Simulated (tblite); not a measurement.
Geometry relaxation of C$_{2}$H$_{6}$GeO (part 2 of 2)

Continued. System: C$_{2}$H$_{6}$GeO, SMILES [CH3][GeH2][CH]=O. Method: GFN2-xTB geometry optimisation, gas phase (tblite 0.8.0). It belongs to a series of runs on one base structure; here: H on Ge replaced by CHO.

Geometry of the input (Å):
```
C  -1.4011  -0.5109  -0.0660
Ge 0.0834  0.7290  -0.0776
C  1.7533  -0.2321  0.1924
O  2.5954  0.1646  0.9606
H  -1.2559  -1.2239  -0.8848
H  -1.3692  -1.1008  0.8554
H  -2.3761  0.0622  -0.1885
H  -0.1083  1.8303  0.9861
H  0.1435  1.4250  -1.4395
H  1.9439  -1.1388  -0.3605
```

**Trajectory as extended XYZ, continued**
```
10
Properties=species:S:1:pos:R:3:forces:R:3 step=33 energy=-361.20478
C    -1.4244   -0.5204   -0.0558   -0.0040  -0.0180   0.0090
Ge    0.0802    0.7525   -0.0731    0.0180   0.0290  -0.0100
C     1.8152   -0.1980    0.2096   -0.0030  -0.0080   0.0050
O     2.6075    0.0632    1.0698   -0.0290  -0.0260  -0.0290
H    -1.3024   -1.2528   -0.8506   -0.0030  -0.0130   0.0050
H    -1.4805   -1.0498    0.8915   -0.0010  -0.0050   0.0160
H    -2.3653   -0.0016   -0.2143   -0.0020   0.0070   0.0000
H    -0.0728    1.8494    0.9410   -0.0080  -0.0140  -0.0140
H     0.1282    1.3899   -1.4374    0.0090   0.0320  -0.0030
H     2.0232   -1.0280   -0.5034    0.0240   0.0170   0.0230
10
Properties=species:S:1:pos:R:3:forces:R:3 step=34 energy=-361.20500
C    -1.4261   -0.5209   -0.0539    0.0070  -0.0100   0.0110
Ge    0.0794    0.7509   -0.0723    0.0260   0.0330  -0.0190
C     1.8157   -0.1969    0.2083    0.0500  -0.0260   0.0260
O     2.6025    0.0531    1.0777   -0.0670  -0.0210  -0.0540
H    -1.3027   -1.2565   -0.8456   -0.0020  -0.0170   0.0090
H    -1.4857   -1.0448    0.8962   -0.0040  -0.0100   0.0120
H    -2.3645   -0.0001   -0.2182   -0.0140   0.0070   0.0010
H    -0.0721    1.8500    0.9397   -0.0100  -0.0170  -0.0140
H     0.1279    1.3851   -1.4386    0.0090   0.0310   0.0010
H     2.0344   -1.0152   -0.5159    0.0050   0.0290   0.0260
10
Properties=species:S:1:pos:R:3:forces:R:3 step=36 energy=-361.20544
C    -1.4290   -0.5217   -0.0502    0.0210   0.0060   0.0080
Ge    0.0797    0.7489   -0.0723    0.0110   0.0050  -0.0300
C     1.8174   -0.1961    0.2061    0.0600  -0.0260   0.0090
O     2.5919    0.0329    1.0916   -0.0530   0.0050  -0.0080
H    -1.3041   -1.2648   -0.8349    0.0010  -0.0100   0.0210
H    -1.4952   -1.0353    0.9052   -0.0050  -0.0070  -0.0010
H    -2.3638    0.0024   -0.2255   -0.0150   0.0000   0.0080
H    -0.0713    1.8497    0.9369   -0.0130  -0.0100  -0.0050
H     0.1276    1.3778   -1.4412    0.0100   0.0330   0.0020
H     2.0557   -0.9891   -0.5382   -0.0160   0.0040  -0.0030
10
Properties=species:S:1:pos:R:3:forces:R:3 step=37 energy=-361.20566
C    -1.4304   -0.5214   -0.0475    0.0090   0.0090   0.0030
Ge    0.0809    0.7478   -0.0726   -0.0040  -0.0190  -0.0260
C     1.8197   -0.1964    0.2046    0.0490  -0.0060   0.0080
O     2.5849    0.0216    1.1010   -0.0500  -0.0070  -0.0150
H    -1.3043   -1.2694   -0.8278    0.0020  -0.0030   0.0250
H    -1.5023   -1.0306    0.9104    0.0020   0.0050  -0.0090
H    -2.3640    0.0038   -0.2298    0.0050  -0.0090   0.0120
H    -0.0710    1.8495    0.9350   -0.0120  -0.0070  -0.0010
H     0.1275    1.3732   -1.4429    0.0100   0.0370  -0.0030
H     2.0678   -0.9733   -0.5530   -0.0100   0.0000   0.0060
10
Properties=species:S:1:pos:R:3:forces:R:3 step=39 energy=-361.20622
C    -1.4321   -0.5210   -0.0428   -0.0170   0.0080  -0.0040
Ge    0.0824    0.7450   -0.0771   -0.0070  -0.0370  -0.0030
C     1.8242   -0.1969    0.2005   -0.0080   0.0370  -0.0020
O     2.5670   -0.0042    1.1206   -0.0170  -0.0180   0.0010
H    -1.3070   -1.2819   -0.8107    0.0090   0.0060   0.0210
H    -1.5125   -1.0167    0.9217    0.0120   0.0170  -0.0130
H    -2.3632    0.0058   -0.2378    0.0220  -0.0170   0.0170
H    -0.0721    1.8455    0.9318   -0.0090  -0.0070  -0.0050
H     0.1287    1.3692   -1.4474    0.0060   0.0380  -0.0120
H     2.0935   -0.9402   -0.5814    0.0090  -0.0260   0.0010
10
Properties=species:S:1:pos:R:3:forces:R:3 step=40 energy=-361.20676
C    -1.4324   -0.5209   -0.0402   -0.0250   0.0010  -0.0090
Ge    0.0829    0.7427   -0.0839    0.0080  -0.0220   0.0180
C     1.8265   -0.1972    0.1963   -0.0580   0.0580  -0.0120
O     2.5505   -0.0250    1.1345    0.0170  -0.0140   0.0340
H    -1.3107   -1.2934   -0.7964    0.0170   0.0060   0.0080
H    -1.5157   -1.0034    0.9306    0.0160   0.0170  -0.0020
H    -2.3613    0.0065   -0.2424    0.0090  -0.0120   0.0140
H    -0.0748    1.8394    0.9299   -0.0040  -0.0130  -0.0150
H     0.1312    1.3728   -1.4516   -0.0020   0.0300  -0.0130
H     2.1128   -0.9169   -0.5993    0.0220  -0.0510  -0.0220
10
Properties=species:S:1:pos:R:3:forces:R:3 step=41 energy=-361.20694
C    -1.4337   -0.5211   -0.0371   -0.0160  -0.0060  -0.0050
Ge    0.0831    0.7397   -0.0897    0.0170  -0.0060   0.0180
C     1.8282   -0.1963    0.1918    0.0230   0.0340   0.0460
O     2.5326   -0.0488    1.1508   -0.0530  -0.0330  -0.0730
H    -1.3141   -1.3058   -0.7809    0.0200   0.0110   0.0040
H    -1.5200   -0.9882    0.9410    0.0150   0.0160  -0.0060
H    -2.3591    0.0080   -0.2483   -0.0080  -0.0120   0.0100
H    -0.0772    1.8333    0.9275    0.0000  -0.0140  -0.0180
H     0.1332    1.3743   -1.4562   -0.0080   0.0190  -0.0050
H     2.1359   -0.8905   -0.6215    0.0100  -0.0100   0.0280
10
Properties=species:S:1:pos:R:3:forces:R:3 step=43 energy=-361.20730
C    -1.4326   -0.5215   -0.0387    0.0020   0.0060  -0.0020
Ge    0.0831    0.7403   -0.0924    0.0090   0.0140   0.0010
C     1.8263   -0.1959    0.1912   -0.0260   0.0040  -0.0200
O     2.5314   -0.0464    1.1476    0.0160   0.0030   0.0440
H    -1.3147   -1.3063   -0.7818    0.0200   0.0010  -0.0090
H    -1.5136   -0.9872    0.9400    0.0090   0.0040   0.0090
H    -2.3587    0.0068   -0.2455   -0.0220  -0.0060   0.0030
H    -0.0792    1.8302    0.9277    0.0020  -0.0060  -0.0120
H     0.1345    1.3824   -1.4563   -0.0120   0.0070   0.0040
H     2.1323   -0.8979   -0.6144    0.0030  -0.0260  -0.0190
10
Properties=species:S:1:pos:R:3:forces:R:3 step=44 energy=-361.20738
C    -1.4325   -0.5214   -0.0389    0.0010   0.0080  -0.0010
Ge    0.0835    0.7407   -0.0921    0.0000   0.0070  -0.0050
C     1.8263   -0.1958    0.1913   -0.0120  -0.0020  -0.0070
O     2.5321   -0.0450    1.1473    0.0030  -0.0030   0.0190
H    -1.3140   -1.3056   -0.7828    0.0170   0.0040  -0.0040
H    -1.5129   -0.9877    0.9396    0.0090   0.0040   0.0050
H    -2.3594    0.0065   -0.2449   -0.0120  -0.0100   0.0030
H    -0.0792    1.8303    0.9276    0.0020  -0.0010  -0.0070
H     0.1341    1.3828   -1.4560   -0.0100   0.0080   0.0030
H     2.1308   -0.9002   -0.6135    0.0030  -0.0160  -0.0060
10
Properties=species:S:1:pos:R:3:forces:R:3 step=45 energy=-361.20752
C    -1.4318   -0.5211   -0.0401    0.0000   0.0100   0.0000
Ge    0.0841    0.7420   -0.0924   -0.0130  -0.0020  -0.0160
C     1.8257   -0.1958    0.1913    0.0020  -0.0160   0.0100
O     2.5339   -0.0400    1.1453   -0.0090  -0.0070  -0.0090
H    -1.3122   -1.3035   -0.7861    0.0090   0.0090   0.0030
H    -1.5092   -0.9894    0.9380    0.0090   0.0020  -0.0020
H    -2.3609    0.0053   -0.2425    0.0060  -0.0150   0.0010
H    -0.0795    1.8299    0.9274    0.0030   0.0100   0.0050
H     0.1335    1.3862   -1.4549   -0.0090   0.0080  -0.0010
H     2.1254   -0.9090   -0.6085    0.0020   0.0020   0.0080
10
Properties=species:S:1:pos:R:3:forces:R:3 step=47 energy=-361.20767
C    -1.4299   -0.5205   -0.0421    0.0020   0.0020   0.0030
Ge    0.0838    0.7441   -0.0951   -0.0080   0.0030  -0.0090
C     1.8238   -0.1969    0.1912   -0.0050  -0.0240   0.0130
O     2.5352   -0.0327    1.1413   -0.0050  -0.0030  -0.0070
H    -1.3101   -1.3009   -0.7902    0.0020   0.0080   0.0030
H    -1.5013   -0.9912    0.9354    0.0070  -0.0020  -0.0020
H    -2.3620    0.0027   -0.2382    0.0090  -0.0120  -0.0050
H    -0.0809    1.8286    0.9273    0.0070   0.0150   0.0110
H     0.1330    1.3951   -1.4535   -0.0090   0.0040  -0.0120
H     2.1173   -0.9237   -0.5987    0.0000   0.0090   0.0040
10
Properties=species:S:1:pos:R:3:forces:R:3 step=48 energy=-361.20773
C    -1.4291   -0.5203   -0.0428    0.0030  -0.0020   0.0030
Ge    0.0834    0.7450   -0.0959    0.0000   0.0070   0.0010
C     1.8227   -0.1979    0.1916   -0.0100  -0.0160   0.0090
O     2.5364   -0.0293    1.1391   -0.0020  -0.0020   0.0010
H    -1.3092   -1.2993   -0.7922    0.0010   0.0040   0.0010
H    -1.4982   -0.9926    0.9340    0.0060  -0.0030   0.0000
H    -2.3622    0.0015   -0.2366    0.0040  -0.0080  -0.0060
H    -0.0811    1.8289    0.9277    0.0090   0.0120   0.0080
H     0.1326    1.3981   -1.4532   -0.0090   0.0030  -0.0150
H     2.1136   -0.9295   -0.5944   -0.0020   0.0050  -0.0030
10
Properties=species:S:1:pos:R:3:forces:R:3 step=50 energy=-361.20781
C    -1.4280   -0.5199   -0.0435    0.0050  -0.0050   0.0010
Ge    0.0829    0.7467   -0.0967    0.0070   0.0100   0.0110
C     1.8207   -0.2000    0.1930   -0.0040   0.0070   0.0010
O     2.5380   -0.0257    1.1367   -0.0080  -0.0050   0.0050
H    -1.3079   -1.2969   -0.7947    0.0040  -0.0030  -0.0020
H    -1.4942   -0.9945    0.9324    0.0030  -0.0040   0.0010
H    -2.3626   -0.0006   -0.2354   -0.0040   0.0000  -0.0040
H    -0.0803    1.8302    0.9288    0.0090   0.0040  -0.0010
H     0.1310    1.4013   -1.4537   -0.0060  -0.0010  -0.0080
H     2.1091   -0.9360   -0.5895   -0.0060  -0.0030  -0.0050
10
Properties=species:S:1:pos:R:3:forces:R:3 step=51 energy=-361.20784
C    -1.4278   -0.5199   -0.0432    0.0050  -0.0030   0.0000
Ge    0.0830    0.7473   -0.0970    0.0030   0.0080   0.0070
C     1.8201   -0.2007    0.1933    0.0040   0.0140  -0.0030
O     2.5368   -0.0273    1.1378   -0.0130  -0.0090   0.0020
H    -1.3075   -1.2972   -0.7941    0.0060  -0.0040  -0.0010
H    -1.4936   -0.9938    0.9330    0.0020  -0.0030   0.0000
H    -2.3626   -0.0013   -0.2360   -0.0040   0.0010  -0.0010
H    -0.0797    1.8305    0.9291    0.0090   0.0030  -0.0040
H     0.1302    1.4017   -1.4548   -0.0040  -0.0040   0.0000
H     2.1099   -0.9348   -0.5907   -0.0090  -0.0030   0.0000
10
Properties=species:S:1:pos:R:3:forces:R:3 step=52 energy=-361.20787
C    -1.4276   -0.5198   -0.0427    0.0050  -0.0010  -0.0010
Ge    0.0832    0.7477   -0.0975   -0.0020   0.0040   0.0000
C     1.8199   -0.2010    0.1931    0.0120   0.0170  -0.0040
O     2.5340   -0.0308    1.1402   -0.0190  -0.0130  -0.0060
H    -1.3072   -1.2984   -0.7922    0.0090  -0.0020   0.0000
H    -1.4937   -0.9921    0.9344    0.0010  -0.0020  -0.0030
H    -2.3625   -0.0018   -0.2370   -0.0010   0.0010   0.0020
H    -0.0791    1.8305    0.9290    0.0090   0.0040  -0.0040
H     0.1295    1.4018   -1.4561   -0.0030  -0.0070   0.0080
H     2.1124   -0.9314   -0.5937   -0.0100   0.0000   0.0080
10
Properties=species:S:1:pos:R:3:forces:R:3 step=54 energy=-361.20797
C    -1.4269   -0.5197   -0.0412    0.0000   0.0030  -0.0030
Ge    0.0837    0.7492   -0.0989   -0.0110  -0.0080  -0.0140
C     1.8193   -0.2011    0.1917    0.0260   0.0130   0.0050
O     2.5254   -0.0409    1.1469   -0.0290  -0.0200  -0.0310
H    -1.3051   -1.3017   -0.7873    0.0110   0.0030   0.0040
H    -1.4937   -0.9880    0.9379    0.0010   0.0020  -0.0080
H    -2.3624   -0.0033   -0.2395    0.0100  -0.0030   0.0070
H    -0.0768    1.8312    0.9283    0.0070   0.0080  -0.0020
H     0.1272    1.4021   -1.4590   -0.0020  -0.0090   0.0180
H     2.1184   -0.9229   -0.6014   -0.0120   0.0120   0.0240
10
Properties=species:S:1:pos:R:3:forces:R:3 step=55 energy=-361.20807
C    -1.4256   -0.5195   -0.0403   -0.0050   0.0040  -0.0040
Ge    0.0837    0.7514   -0.1001   -0.0140  -0.0170  -0.0200
C     1.8180   -0.2010    0.1903    0.0260   0.0060   0.0140
O     2.5181   -0.0482    1.1513   -0.0280  -0.0200  -0.0400
H    -1.3017   -1.3031   -0.7845    0.0120   0.0070   0.0050
H    -1.4922   -0.9861    0.9397    0.0010   0.0050  -0.0100
H    -2.3622   -0.0055   -0.2408    0.0170  -0.0060   0.0100
H    -0.0739    1.8330    0.9276    0.0040   0.0090  -0.0010
H     0.1242    1.4031   -1.4609   -0.0010  -0.0070   0.0180
H     2.1204   -0.9193   -0.6050   -0.0120   0.0190   0.0270
10
Properties=species:S:1:pos:R:3:forces:R:3 step=56 energy=-361.20819
C    -1.4237   -0.5192   -0.0397   -0.0060   0.0020  -0.0030
Ge    0.0833    0.7543   -0.1014   -0.0110  -0.0190  -0.0170
C     1.8160   -0.2008    0.1890    0.0120  -0.0030   0.0150
O     2.5111   -0.0543    1.1544   -0.0130  -0.0120  -0.0270
H    -1.2969   -1.3034   -0.7829    0.0110   0.0080   0.0030
H    -1.4892   -0.9856    0.9405    0.0010   0.0070  -0.0070
H    -2.3619   -0.0085   -0.2412    0.0190  -0.0050   0.0110
H    -0.0700    1.8359    0.9271   -0.0010   0.0060  -0.0030
H     0.1205    1.4047   -1.4623    0.0010  -0.0030   0.0120
H     2.1197   -0.9185   -0.6060   -0.0110   0.0190   0.0170
10
Properties=species:S:1:pos:R:3:forces:R:3 step=58 energy=-361.20827
C    -1.4225   -0.5191   -0.0392    0.0020  -0.0030  -0.0010
Ge    0.0825    0.7554   -0.1027    0.0010  -0.0050   0.0000
C     1.8144   -0.2007    0.1881   -0.0070  -0.0070   0.0070
O     2.5057   -0.0600    1.1567    0.0060  -0.0010   0.0030
H    -1.2935   -1.3039   -0.7810    0.0080   0.0030  -0.0040
H    -1.4878   -0.9846    0.9412    0.0010   0.0050   0.0020
H    -2.3607   -0.0102   -0.2416    0.0010   0.0020   0.0060
H    -0.0674    1.8381    0.9263   -0.0040  -0.0030  -0.0100
H     0.1181    1.4054   -1.4630    0.0010   0.0010   0.0020
H     2.1201   -0.9157   -0.6074   -0.0080   0.0070  -0.0050
10
Properties=species:S:1:pos:R:3:forces:R:3 step=59 energy=-361.20829
C    -1.4223   -0.5191   -0.0389    0.0040  -0.0030   0.0010
Ge    0.0823    0.7552   -0.1030    0.0040   0.0020   0.0070
C     1.8140   -0.2008    0.1881   -0.0080  -0.0050   0.0030
O     2.5043   -0.0622    1.1577    0.0080   0.0000   0.0070
H    -1.2925   -1.3042   -0.7801    0.0060   0.0010  -0.0060
H    -1.4881   -0.9839    0.9417    0.0020   0.0030   0.0050
H    -2.3603   -0.0103   -0.2418   -0.0040   0.0030   0.0030
H    -0.0668    1.8385    0.9256   -0.0060  -0.0050  -0.0110
H     0.1177    1.4050   -1.4631    0.0010   0.0010  -0.0010
H     2.1207   -0.9135   -0.6087   -0.0060   0.0030  -0.0080
10
Properties=species:S:1:pos:R:3:forces:R:3 step=61 energy=-361.20833
C    -1.4218   -0.5192   -0.0383    0.0040   0.0000   0.0020
Ge    0.0823    0.7551   -0.1035    0.0030   0.0070   0.0080
C     1.8130   -0.2013    0.1885    0.0000   0.0010   0.0000
O     2.5015   -0.0668    1.1600    0.0020  -0.0030   0.0020
H    -1.2901   -1.3048   -0.7788   -0.0010   0.0000  -0.0020
H    -1.4882   -0.9821    0.9430    0.0040  -0.0020   0.0040
H    -2.3599   -0.0108   -0.2419   -0.0050   0.0010  -0.0020
H    -0.0662    1.8390    0.9238   -0.0080   0.0000  -0.0040
H     0.1167    1.4048   -1.4635    0.0040  -0.0010  -0.0030
H     2.1217   -0.9092   -0.6119   -0.0020  -0.0020  -0.0040
10
Properties=species:S:1:pos:R:3:forces:R:3 step=62 energy=-361.20834
C    -1.4217   -0.5192   -0.0383    0.0020   0.0010   0.0020
Ge    0.0824    0.7552   -0.1035    0.0000   0.0040   0.0030
C     1.8129   -0.2015    0.1887    0.0020   0.0020  -0.0010
O     2.5012   -0.0674    1.1604    0.0010  -0.0050  -0.0010
H    -1.2897   -1.3048   -0.7788   -0.0020   0.0010   0.0010
H    -1.4879   -0.9818    0.9433    0.0040  -0.0030   0.0010
H    -2.3600   -0.0110   -0.2418   -0.0010  -0.0010  -0.0020
H    -0.0664    1.8390    0.9234   -0.0080   0.0040   0.0000
H     0.1166    1.4050   -1.4636    0.0050  -0.0020  -0.0010
H     2.1215   -0.9089   -0.6122   -0.0020  -0.0020  -0.0010
```

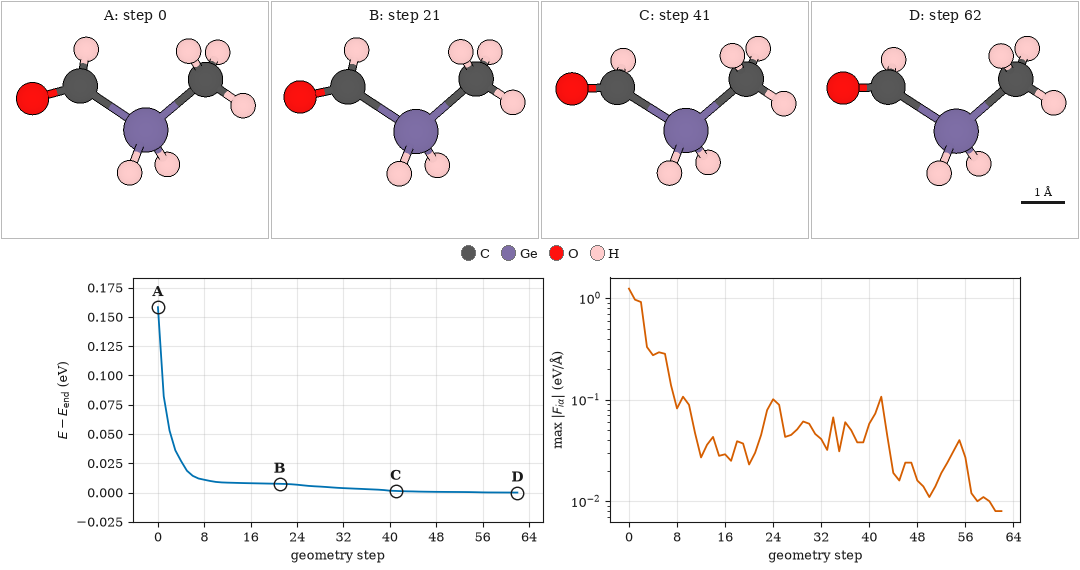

*Frames of the relaxation (ball-and-stick view, seen at a tilt) above the curves, on which the letters mark them (steps are counted from 0).*

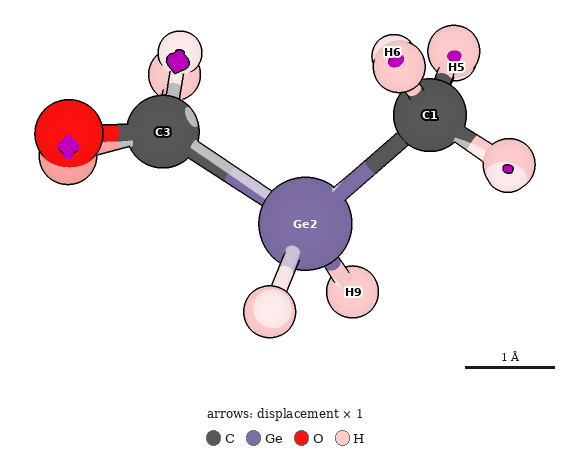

*Start (faint) and end (solid) with the displacements as pink arrows, at true length (ball-and-stick view, seen at a tilt). The two geometries are laid on each other by the best rigid fit.*

The largest move after the best rigid fit is that of H10, 0.38 Å. By element the largest moves are H 0.38 Å, O 0.32 Å, C 0.07 Å, Ge 0.04 Å. Among the contacts that change: Ge2–C3 1.946 → 1.999 Å, C1–H7 1.138 → 1.086 Å, Ge2–H8 1.543 → 1.500 Å, C1–Ge2 1.934 → 1.972 Å. Among the angles that change: H6–C1–H7 112.8° → 108.4°, Ge2–C3–H10 119.7° → 116.1°, H5–C1–H7 111.2° → 108.4°. After 62 geometry steps the energy has fallen by 0.158 eV. The largest force component goes from 1.2 to 0.008 eV/Å. (Atoms are counted from 1 in the order of the input.)

**Key numbers**

```tsv
quantity	value
outcome	converged
total energy	−361.2083 eV
peak memory	0.18 GiB
```
